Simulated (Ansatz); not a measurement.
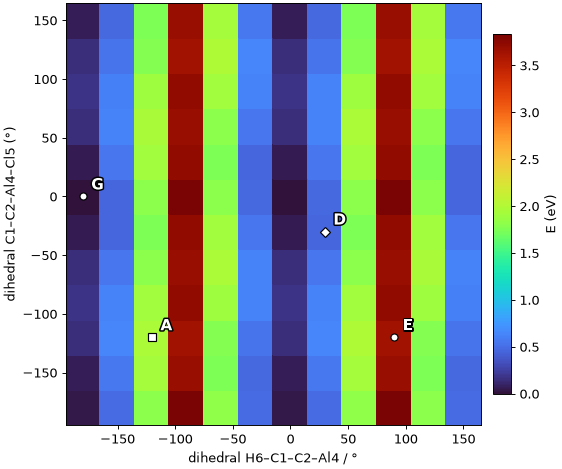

C2H3AlClF, SMILES C=[C](F)[AlH][Cl]. First axis: dihedral H6–C1–C2–Al4. Second axis: dihedral C1–C2–Al4–Cl5. Nothing is relaxed (all other coordinates rigid). The scan uses a 12 × 12 grid; 76 points were computed and 68 follow by symmetry. Points are written as (first, second). Energies are in eV, from the lowest grid point. Energies and slopes of some neighbouring points disagree (a jump in structure or state, or too coarse a mesh). The dihedral twists a double bond; near 90° a spin-restricted reference is unreliable. The calculation used RKS CAM-B3LYP-D4/def2-SVP in Ansatz.

The picture shows one coloured cell a grid point, lettered points.

> Is A the lowest point of the computed grid?

No. A lies 1.97 eV above the lowest grid point, which is at (−180°, 0°).

> Rank the lettered points by energy, lowest first.

G (0.00 eV), D (0.46 eV), A (1.97 eV), E (3.64 eV).
